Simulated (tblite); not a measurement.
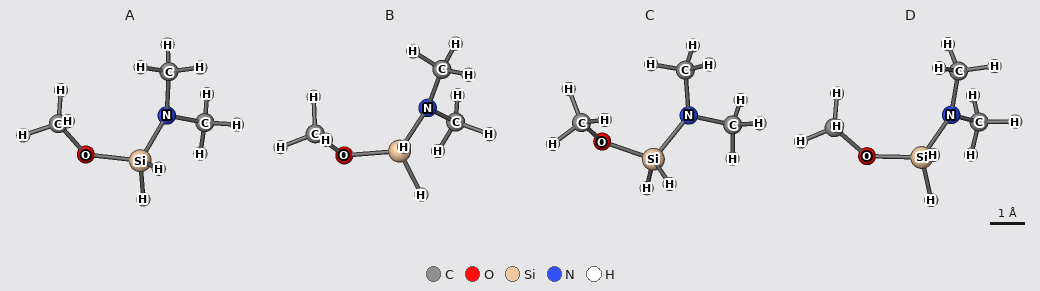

4 geometries from one relaxation of C₃H₁₁NOSi, in shuffled order. Style: ball-and-stick. Shown at a tilt.

Computed with tblite 0.8.0, GFN2-xTB geometry optimisation, gas phase. 

### Order the frames from highest to lowest energy.

B, D, A, C. They are steps 0, 69, 149, 189, at +0.570 eV, +0.060 eV, +0.029 eV relative to the last. The largest move after the best rigid fit is that of an H atom, 1.69 Å. Largest moves by element: H 1.69 Å, C 0.66 Å, Si 0.63 Å, O 0.45 Å, N 0.25 Å. Near-neighbour distances that change, for instance: O–Si 1.708 → 1.618 Å, N–Si 1.758 → 1.720 Å, H–Si 1.486 → 1.455 Å, C–N 1.412 → 1.442 Å. Bond angles that change, for instance: C–O–Si 111.8° → 131.7°, H–Si–H 106.9° → 113.4°, Si–N–C 117.9° → 123.9°. Groups turn about N–Si by about 70°, C–O by about 40°, C–N by about 25°. Over 189 geometry steps the energy falls by 0.570 eV.
